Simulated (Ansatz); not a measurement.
Base system: AlBiO$_{3}$ in the cubic perovskite structure (space group Pm-3m, No. 221; a = 3.753 Å; a cell from a computed database, its experimental status unchecked).

The same geometry is solved again with PBEsol+SOC.

Levels (all Ansatz, a quantum-chemistry and plane-wave program, PAW): PBEsol+SOC (420 eV, with spin-orbit coupling); PBEsol (420 eV, spin-orbit coupling left out).

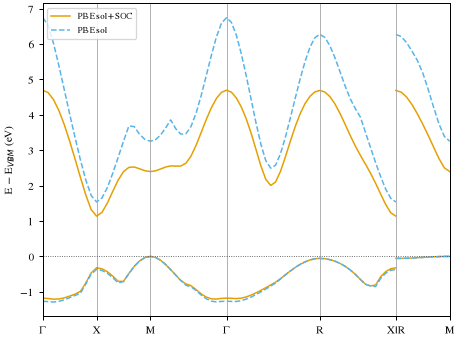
Figure. Highest valence and lowest conduction band along the path, each from its own valence-band maximum

The gap is 1.14 eV, indirect, M → X; the base has 1.54 eV.

Single points use the geometry relaxed with PBEsol. Differences between runs with and without spin-orbit coupling are approximate. With Bi present, leaving out spin-orbit coupling can change the band edges. Stability against distortions was not tested. Many cubic perovskites are stable only at high temperature; tilts and polar distortions were not tested.
